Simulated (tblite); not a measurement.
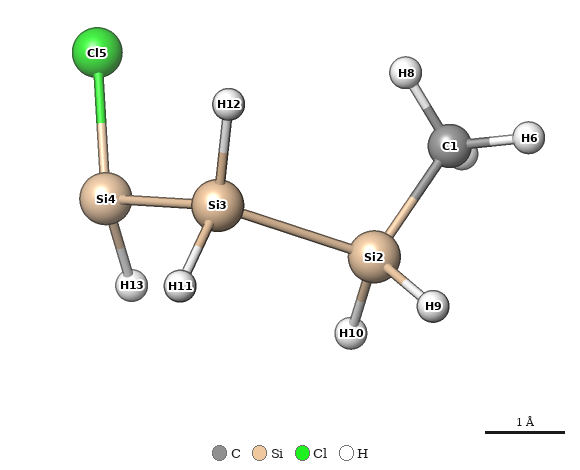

CH$_{8}$ClSi$_{3}$ (multiplicity 2), before the relaxation. Style: ball-and-stick. Shown from a free direction.

These are results of GFN2-xTB geometry optimisation, gas phase (tblite), not measurements.

```xyz
13

C    -1.7926    0.8503    0.1177
Si   -0.8773   -0.7219    0.4038
Si    0.9729   -0.8769   -0.8657
Si    2.5777    0.2252    0.1846
Cl    2.7280    2.2158   -0.3596
H    -2.8489    0.6483   -0.2173
H    -1.8129    1.5021    1.0205
H    -1.2955    1.3797   -0.7166
H    -1.7213   -1.8650    0.0927
H    -0.4193   -0.7498    1.8261
H     1.3709   -2.2912   -0.9554
H     0.7091   -0.3579   -2.2107
H     2.4049    0.0418    1.6621
```

Where does the relaxation end?

Answer. The energy falls by 46.2 kJ/mol in 130 geometry steps. The atom that moves furthest after the best rigid fit is H13 (1.08 Å). Largest moves by element: H 1.08 Å, Cl 0.98 Å, Si 0.32 Å, C 0.10 Å. Some distances before and after: Si3–Si4 2.212 → 2.297 Å, Si2–Si3 2.249 → 2.330 Å, C1–Si2 1.842 → 1.899 Å, C1–H6 1.126 → 1.086 Å. Among the angles between lasting bonds that change: Si2–Si3–Si4 107.1° → 121.3°, Si3–Si4–H13 108.9° → 120.4°, Cl5–Si4–H13 112.7° → 101.4°. Groups turn about C1–Si2 by about 60°, Si3–Si4 by about 45°, Si2–Si3 by about 25°.

The structure at the end:

```xyz
13

C    -1.7311    0.9261    0.0821
Si   -1.1148   -0.8612    0.2609
Si    1.0122   -0.9636   -0.6857
Si    2.6898    0.4502   -0.0068
Cl    1.9950    2.3702    0.2651
H    -2.7055    1.0651    0.5410
H    -1.0454    1.6250    0.5535
H    -1.8178    1.2119   -0.9629
H    -2.1202   -1.7541   -0.3388
H    -1.0716   -1.1941    1.6949
H     1.5968   -2.3072   -0.5363
H     0.9137   -0.7827   -2.1474
H     3.3947    0.2149    1.2625
```

After the run, drawn alike:

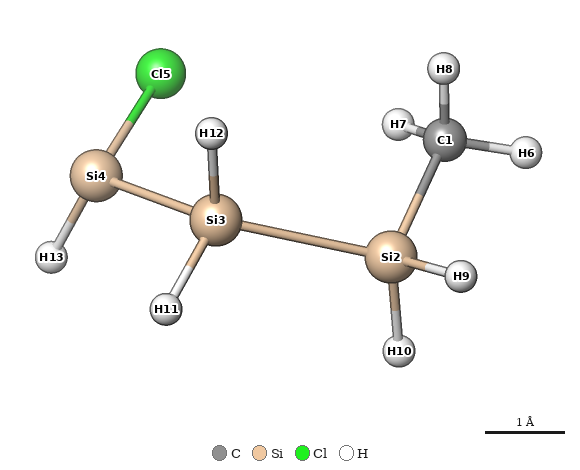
